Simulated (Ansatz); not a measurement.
# CH5BFN (SMILES CB(N)F) at PBE-QIDH/cc-pVDZ

What is the vertical ionisation energy of CH5BFN at PBE-QIDH/cc-pVDZ? 

The results are computed with Ansatz 0.2.0.

126 further runs of the same task are left out: 126 set aside as unsound or not needed.

### Step 1. The structure to begin with

CH5BFN has 9 atoms, charge 0, and is taken as a singlet. SMILES: `CB(N)F`. Geometry: relaxed at PBE0-D4/def2-TZVP.

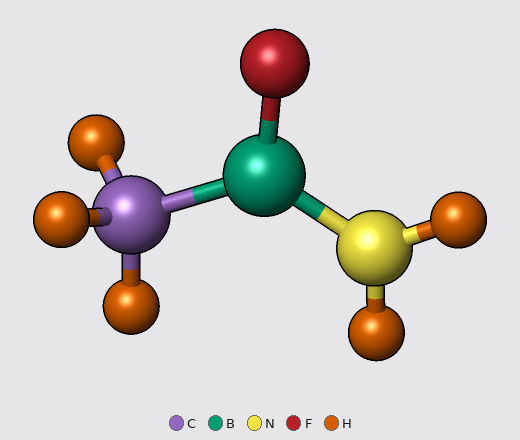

Viewed from a chosen angle; carbon purple, boron teal, nitrogen yellow, fluorine red, hydrogen orange.

### Step 2. The energy at PBE-QIDH/cc-pVDZ

File input.yaml:

```yaml
crystal:
  periodic: [false, false, false]
  atoms:
    - {symbol: C, position_ang: [-0.428400, 0.964700, -0.539000]}
    - {symbol: B, position_ang: [0.098200, -0.482300, -0.251400]}
    - {symbol: "N", position_ang: [0.546200, -0.928100, 0.993800]}
    - {symbol: F, position_ang: [0.128500, -1.370900, -1.263800]}
    - {symbol: H, position_ang: [0.176600, 1.438400, -1.318100]}
    - {symbol: H, position_ang: [-0.424000, 1.616300, 0.336600]}
    - {symbol: H, position_ang: [-1.450400, 0.924300, -0.928000]}
    - {symbol: H, position_ang: [0.878700, -1.865200, 1.143700]}
    - {symbol: H, position_ang: [0.563100, -0.343500, 1.809000]}
basis:
  gaussian: {orbitals: cc-pVDZ}
total_charge: 0
accuracy: high
output: {orbitals: {seedname: orbitals}}
magnetization: {spin_polarized: false}
correlation: {frozen_orbitals: {B: 1, C: 1, F: 1, H: 0, "N": 1}}
hamiltonian: {xc: {name: PBE-QIDH}}
```

Command:

```console
ansatz run input.yaml --threads 1 --pin off --max-ram 3480MiB --events-out events.jsonl --progress --plain --runs-dir runs
```

The program printed:

```text
Warning: RAYON_NUM_THREADS=1 ignored (pool sized by the plan → 1); use --threads N
Functional definition: PBE-QIDH
  name "PBE-QIDH"
  parameter a = 3^(-1/3)
  parameter c = 1/3
  exchange = (1 - a)*pbe_x + a*exact_x
  correlation = (1 - c)*pbe_c + c*(mp2_os + mp2_ss)
1903 factors; integrals over basis functions are off by at most 3.3e-9 eV
mean field evaluation 1: about -5986.7923 eV, gradient 4.3e1 eV
mean field evaluation 2: about -5986.7896 eV, gradient 4.3e1 eV
mean field evaluation 4: about -5990.4894 eV, gradient 2.4e0 eV
mean field evaluation 8: about -5990.5048 eV, gradient 2.3e-2 eV
mean field evaluation 16: about -5990.5048 eV, gradient 7.2e-6 eV
mean field -5990.50476852 eV, -220.1469897333 hartree, gradient 5.5e-8 eV, S^2 0.000000; 0 other end points of the search recorded, 0 dependent functions left out
4 core orbitals not correlated: weight in the atoms' cores, before any rotation towards them, 1.000 or more for the frozen orbitals, at most 0.000 for the correlated occupied ones
reference -5990.50476947 eV, -220.1469897681 hartree; 12, 12 occupied and 65, 65 virtual orbitals, 1903 factors
second order -17.85089542 eV of doubles, -0.00000000 eV of singles
Total energy: -5996.45506794 eV, -220.3656592037 hartree
```

Wall time 8.1 s (1 thread of Arm Neoverse V1, shared host); peak memory 0.24 GiB.

### Step 3. The doublet cation

File molecule.yaml:

```yaml
crystal:
  periodic: [false, false, false]
  atoms:
    - {symbol: C, position_ang: [-0.428400, 0.964700, -0.539000]}
    - {symbol: B, position_ang: [0.098200, -0.482300, -0.251400]}
    - {symbol: "N", position_ang: [0.546200, -0.928100, 0.993800]}
    - {symbol: F, position_ang: [0.128500, -1.370900, -1.263800]}
    - {symbol: H, position_ang: [0.176600, 1.438400, -1.318100]}
    - {symbol: H, position_ang: [-0.424000, 1.616300, 0.336600]}
    - {symbol: H, position_ang: [-1.450400, 0.924300, -0.928000]}
    - {symbol: H, position_ang: [0.878700, -1.865200, 1.143700]}
    - {symbol: H, position_ang: [0.563100, -0.343500, 1.809000]}
basis:
  gaussian: {orbitals: cc-pVDZ}
total_charge: 1
magnetization: {spin_polarized: true, initial_magnetization: 1}
hamiltonian: {xc: {name: PBE-QIDH}}
correlation: {frozen_orbitals: {B: 1, C: 1, F: 1, H: 0, "N": 1}}
accuracy: high
output: {orbitals: {seedname: orbitals}}
```

Command:

```console
ansatz run molecule.yaml --threads 1 --pin off --max-ram 3480MiB --events-out events.jsonl --progress --plain --runs-dir runs
```

The program printed, shortened:

```text
Warning: RAYON_NUM_THREADS=1 ignored (pool sized by the plan → 1); use --threads N
Functional definition: PBE-QIDH
  name "PBE-QIDH"
[...]
1903 factors; integrals over basis functions are off by at most 3.3e-9 eV
[...]
mean field -5980.26409789 eV, -219.7706520287 hartree, gradient 3.8e-8 eV, S^2 0.755700; 0 other end points of the search recorded, 0 dependent functions left out
4 core orbitals not correlated: weight in the atoms' cores, before any rotation towards them, 1.000 or more for the frozen orbitals, at most 0.000 for the correlated occupied ones
reference -5980.26409882 eV, -219.7706520631 hartree; 12, 11 occupied and 65, 66 virtual orbitals, 1903 factors
second order -16.52537367 eV of doubles, -0.00000000 eV of singles
Total energy: -5985.77255671 eV, -219.9730841568 hartree
```

Run time: 14 s. Hardware: 1 thread of Arm Neoverse V1, shared host; peak memory 0.33 GiB.

### Step 4. Results

Level: PBE-QIDH/cc-pVDZ, 4 core orbitals frozen.

| quantity | value |
| --- | --- |
| singlet CH5BFN: total energy | -220.36566 Eh |
| singlet CH5BFN: HOMO energy (SCF part's orbitals) | -10.42 eV |
| singlet CH5BFN: LUMO energy (SCF part's orbitals) | 3.57 eV |
| singlet CH5BFN: HOMO–LUMO gap (SCF part's orbitals) | 13.99 eV |
| doublet cation: total energy | -219.97308 Eh |
| doublet cation: HOMO energy (SCF part's orbitals) (highest over α and β) | -18.00 eV |
| doublet cation: LUMO energy (SCF part's orbitals) (lowest over α and β) | -10.21 eV |
| doublet cation: ⟨S²⟩ | 0.756 |
| vertical ionisation energy (to the doublet cation) | 10.683 eV |

What this shows: The vertical ionisation energy comes to 10.68 eV (246 kcal/mol). The negative HOMO energy of the first species, 10.42 eV, lies 0.26 eV below that difference.
